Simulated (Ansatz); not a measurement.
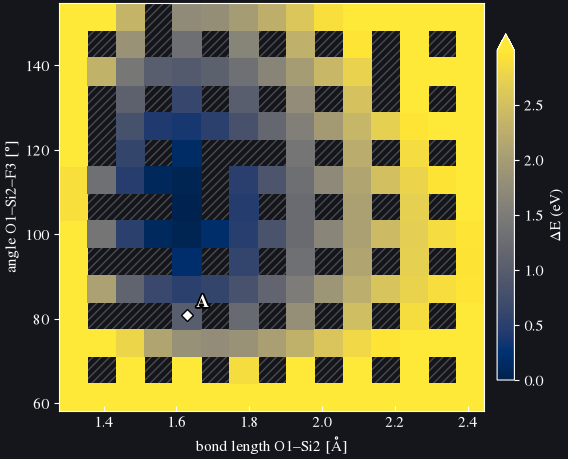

F2HOSi, SMILES O[Si](F)F, spin multiplicity 2. First axis: bond length O1–Si2. Second axis: angle O1–Si2–F3. Nothing is relaxed (all other coordinates rigid). The grid has 15 × 15 points. At 57 points there is no value. Energies are in eV, from the lowest grid point. Theory: UHF/def2-TZVP (Ansatz 0.2.0).

The picture shows one coloured cell a grid point, one colour for all values above the top of the scale, hatched blanks where no value was computed, the point A.

Is A at rest? If not, where is it pushed?

Answer. A, at bond length O1–Si2 = 1.628 Å, angle O1–Si2–F3 = 80.8°, is not a stationary point. The computed force is 0.92 eV for each Å towards larger values of bond length O1–Si2 and 0.1 eV for each degree towards larger values of angle O1–Si2–F3.
